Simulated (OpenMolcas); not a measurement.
**One shape, several levels: InCNF2 (SMILES N#[C][In]([F])[F])**

Aim: a comparison of 6 runs (HF/3-21G, BHLYP/def2-SVPD, M06-2X/def2-SVPD, M06-L/def2-SVPD, PBE/def2-SVPD, MP2/def2-SVPD) of InCNF2. 

The calculation is run with OpenMolcas 26.06.

## 1. The system as given

InCNF2 has 5 atoms, charge 0, and is taken as a singlet. As SMILES, `N#[C][In]([F])[F]`. One bond was lengthened or shortened from a relaxed shape.

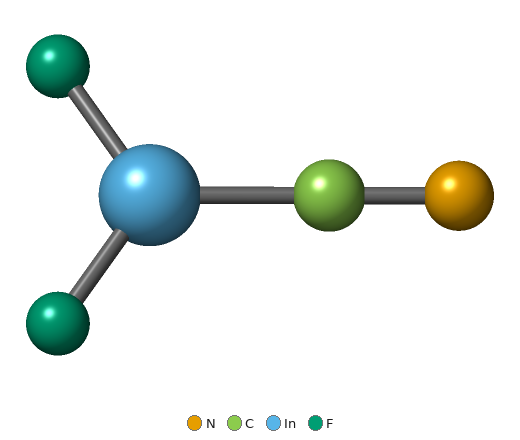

Viewed from a chosen angle; nitrogen amber, carbon green, indium blue, fluorine teal.

## 2. The energy at HF/3-21G (run 1)

Contents of calc.input:

```
>>> EXPORT MOLCAS_PRINT=2

&GATEWAY
 BasLib=$CurrDir
 Coord
 5
 angstrom
 N        1.469914      -1.802751       1.802881
 C        0.724900      -0.890300       0.878600
 In      -0.306000       0.372300      -0.400300
 F       -1.872100      -0.154800      -1.375500
 F        0.205100       2.191400      -0.733700
 Basis=3-21G
 Group=NoSym

&SEWARD

&SCF
 Thresholds=1e-10 1e-07 1e-07 1e-05
 PrOrbitals=1 1
```

The basis set 3-21G is read from a file made from the Basis Set Exchange's data (not shown).

Command:

```sh
$ export MOLCAS_MEM=1860
$ pymolcas calc.input > calc.log
```

The program printed:

```text
--- Start Module: gateway ---
[...]
--- Stop Module: gateway /rc=_RC_ALL_IS_WELL_ ---
--- Start Module: seward ---
[...]
      Basis functions           67
--- Stop Module: seward /rc=_RC_ALL_IS_WELL_ ---
[...]
--- Start Module: scf ---
[...]
       Convergence after  19 Iterations
[...]
::    Total SCF energy                              -6004.2521055997
[...]
      Total spin, S                                     0.0000000000
[...]
      Total electronic charge=   80.000000
      Total            charge=   -0.000000
[...]
      Dipole Moment (debye):
      Origin of the operator (angstrom)=   -0.2099    0.2546   -0.2810
                   X= -1.4229E-01               Y=  1.7462E-01               Z= -1.7713E-01           Total=  2.8656E-01
      Quadrupole Moment (debye*angstrom):
[...]
--- Stop Module: scf /rc=_RC_ALL_IS_WELL_ ---
[...]
```

Wall time 6.9 s (1 thread of AMD EPYC 7R43 (Zen 3), shared host); peak memory 0.41 GiB.

## 3. The energy at BHLYP/def2-SVPD (core potential) (run 2)

Contents of run.input:

```
* CF2InN Kohn-Sham DFT
>>> EXPORT MOLCAS_PRINT=2

&GATEWAY
 BASLIB = $CurrDir
 COORD
 5
 angstrom
 N        1.469914      -1.802751       1.802881
 C        0.724900      -0.890300       0.878600
 In      -0.306000       0.372300      -0.400300
 F       -1.872100      -0.154800      -1.375500
 F        0.205100       2.191400      -0.733700
 BASIS = def2-SVPD
 GROUP = NoSym

&SEWARD
 GRIDINPUT
 Grid=UltraFine
 End of Grid

&SCF
 KSDFT = HYB_GGA_XC_BHANDHLYP
 THRESHOLDS = 1e-10 1e-07 1e-07 1e-05
 PRORBITALS = 1 2
```

The basis set def2-SVPD is read from a file made from the Basis Set Exchange's data (not shown).

Command:

```sh
$ export MOLCAS_MEM=1860
$ pymolcas run.input > run.log
```

The program printed:

```text
--- Start Module: gateway ---
[...]
--- Stop Module: gateway /rc=_RC_ALL_IS_WELL_ ---
--- Start Module: seward ---
[...]
      Basis functions          118
--- Stop Module: seward /rc=_RC_ALL_IS_WELL_ ---
[...]
--- Start Module: scf ---
[...]
       Convergence after  23 Iterations
[...]
::    Total KS-DFT energy                            -482.1268069215
[...]
      Total spin, S                                     0.0000000000
[...]
      Total electronic charge=   52.000000
      Total            charge=   -0.000000
[...]
      Dipole Moment (debye):
      Origin of the operator (angstrom)=   -0.2099    0.2546   -0.2810
                   X= -7.6963E-02               Y=  9.4571E-02               Z= -9.6031E-02           Total=  1.5521E-01
      Quadrupole Moment (debye*angstrom):
[...]
--- Stop Module: scf /rc=_RC_ALL_IS_WELL_ ---
[...]
```

Wall time 73 s (1 thread of AMD EPYC 7R43 (Zen 3), shared host); peak memory 0.73 GiB.

Runs 3 to 5 aren't shown in full; the table further down has their settings and results.

## 4. A single-point energy at MP2/def2-SVPD (core potential) (run 6)

Contents of mol.inp:

```
&GATEWAY
 BasLib = $CurrDir
 Coord
 5
 angstrom
 N        1.469914      -1.802751       1.802881
 C        0.724900      -0.890300       0.878600
 In      -0.306000       0.372300      -0.400300
 F       -1.872100      -0.154800      -1.375500
 F        0.205100       2.191400      -0.733700
 Basis = def2-SVPD
 Group = NoSym

&SEWARD

&SCF
 Thresholds = 1e-10 1e-07 1e-07 1e-05
 PrOrbitals = 1 2

&MBPT2
 Frozen = 8
```

The basis set def2-SVPD is read from a file made from the Basis Set Exchange's data (not shown).

Command:

```sh
$ export MOLCAS_MEM=1860
$ pymolcas mol.inp > mol.log
```

The program printed:

```text
--- Start Module: gateway ---
[...]
--- Stop Module: gateway /rc=_RC_ALL_IS_WELL_ ---
[...]
      Basis functions          118
[...]
--- Start Module: scf ---
[...]
       Convergence after  21 Iterations
[...]
::    Total SCF energy                               -480.0432338104
[...]
      Total spin, S                                     0.0000000000
[...]
      Total electronic charge=   52.000000
      Total            charge=   -0.000000
[...]
      Dipole Moment (debye):
      Origin of the operator (angstrom)=   -0.2099    0.2546   -0.2810
                   X= -1.3060E-01               Y=  1.6029E-01               Z= -1.6263E-01           Total=  2.6305E-01
      Quadrupole Moment (debye*angstrom):
[...]
--- Stop Module: scf /rc=_RC_ALL_IS_WELL_ ---
[...]
--- Start Module: mbpt2 ---
[...]
WARNING!
Default frozen orbitals as non valence orbitals is overwritten by user input.
Default values:   4
[...]
       Reference weight ( Cref**2 )         =        0.74434
::    Total MBPT2 energy                             -480.9081682577
[...]
      Total MBPT2 calculations                           1.51      1.89
--- Stop Module: mbpt2 /rc=_RC_ALL_IS_WELL_ ---
[...]
```

It took 48 s on 1 thread of AMD EPYC 7R43 (Zen 3), shared host; peak memory 0.73 GiB.

## 5. All runs side by side

```tsv
run	level	integration grid	frozen core orbitals	energy (Eh)	dipole moment (D) of the reference	HOMO energy (eV)	LUMO energy (eV)	wall time
1	HF/3-21G	–	–	-6004.252106	0.29	-11.33	0.14	6.9 s
2	BHLYP/def2-SVPD (core potential)	UltraFine	–	-482.126807	0.16	-10.41	-2.90	73 s
3	M06-2X/def2-SVPD (core potential)	UltraFine	–	-482.180981	0.10	-10.54	-2.95	67 s
4	M06-L/def2-SVPD (core potential)	UltraFine	–	-482.473603	0.20	-8.34	-4.39	2 min
5	PBE/def2-SVPD (core potential)	UltraFine	–	-482.089086	0.07	-8.20	-4.57	90 s
6	MP2/def2-SVPD (core potential)	–	8	-480.908168	0.26	-11.75	-0.53	48 s
```

## 6. Summary of results

| quantity | value |
| --- | --- |
| run 6: total energy | -480.90817 Eh |
| run 6: dipole moment (mean-field density) | 0.26 D |
| run 6: HOMO energy (Hartree–Fock orbitals) | -11.75 eV |
| run 6: LUMO energy (Hartree–Fock orbitals) | -0.53 eV |
| run 6: HOMO–LUMO gap (Hartree–Fock orbitals) | 11.23 eV |
| run 6: correlation energy (8 core orbitals frozen) | -864.9 mEh |

What this shows: Over runs 1, 2, 3, 4, 5 the dipole moment (its size) runs from 0.07 D (PBE/def2-SVPD) to 0.29 D (HF/3-21G). The two ends differ in method and basis and core potential. Over runs 1, 2, 3, 4, 5 the HOMO–LUMO gap runs from 3.63 eV (PBE/def2-SVPD) to 11.47 eV (HF/3-21G). Totals of different functionals can't be ranked against each other. Some runs of one species differ in core potentials or relativity; totals across that change don't compare. In run 1 relativity is left out where basis or elements ask for it. All runs together took 6.8 min, the longest 2 min.
